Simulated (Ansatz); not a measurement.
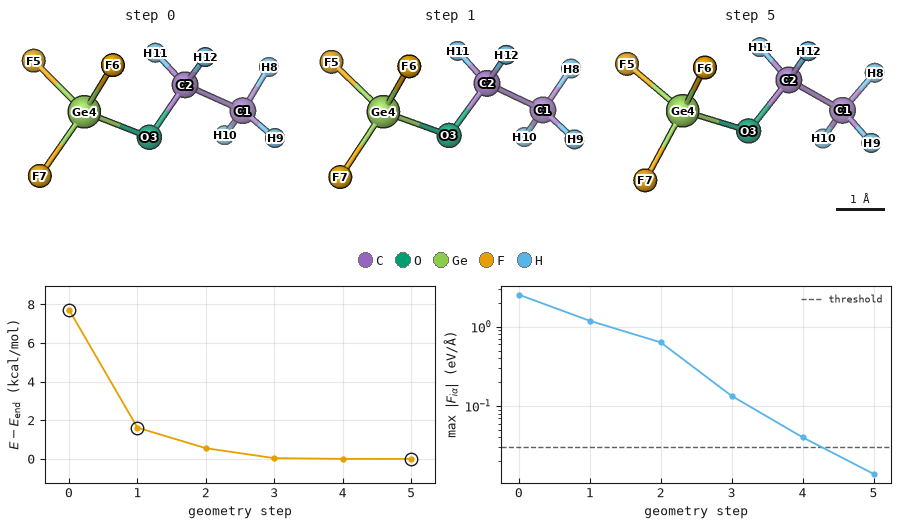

Frames of a relaxation of C2H5F3GeO (coarse preliminary run), marked on the history of the run. A ball-and-stick model, seen at a tilt.

The start comes from a force field.

Method: Ansatz 0.2.0, RKS PBE-D4/def2-SVP. Settings: force threshold 0.03 eV/Å; at most 200 steps.

### What happens along the run?

Over 5 geometry steps the energy falls by 7.73 kcal/mol. Largest force component: 2.5 eV/Å at the start, 0.014 eV/Å at the end. The atom that moves furthest after the best rigid fit is F5 (0.21 Å). By element the largest moves are F 0.21 Å, H 0.17 Å, C 0.14 Å, O 0.14 Å, Ge 0.07 Å. Some distances before and after: Ge4–F6 1.819 → 1.734 Å, C1–C2 1.567 → 1.515 Å, C1–H9 1.057 → 1.108 Å, C2–O3 1.404 → 1.447 Å. Among the angles between lasting bonds that change: C2–O3–Ge4 110.9° → 118.7°, H9–C1–H10 114.7° → 108.3°, C2–C1–H8 106.5° → 110.2°. The run took 14 s on 4 threads of Arm Neoverse V1 (shared host). From step 0 to 1: F atoms move most (0.08 Å), energy −6.11 kcal/mol. From step 1 to 5: F atoms move most (0.13 Å), energy −1.62 kcal/mol.
